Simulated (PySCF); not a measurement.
SMILES [SiH3]O/C=C\c1ccco1 (C6H8O2Si), singlet, GFN2-xTB optimised geometry. Atoms within 1.6 Å of the plane z = 0.8 Å (x, y, z in Å): Si1 (0.75, -3.29, 0.15), O2 (0.15, -1.79, -0.02), C3 (-1.09, -1.29, 0.00), C4 (-1.36, 0.02, 0.00), C5 (-0.38, 1.07, 0.00), C6 (0.99, 1.07, 0.00), C7 (1.39, 2.43, 0.00), C8 (0.24, 3.16, 0.00), O9 (-0.84, 2.35, 0.00), H10 (2.15, -3.02, -0.14), H11 (0.51, -3.79, 1.51), H12 (0.12, -4.21, -0.80), H13 (-1.90, -2.02, 0.01), H14 (-2.39, 0.34, 0.01), H15 (1.62, 0.21, 0.00), H16 (2.39, 2.81, 0.00), H17 (0.06, 4.21, 0.00).

Level of theory: PBE/def2-SVP run with PySCF.

Map of the Laplacian of the electron density (e/bohr⁵) on the plane z = 0.8 Å:

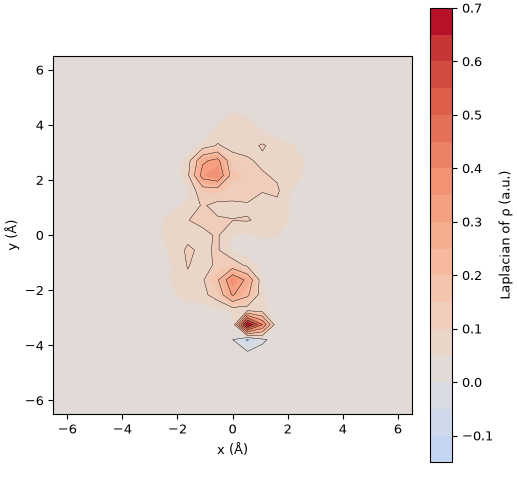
*Laplacian of the electron density (e/bohr⁵) on the plane z = 0.8 Å.*
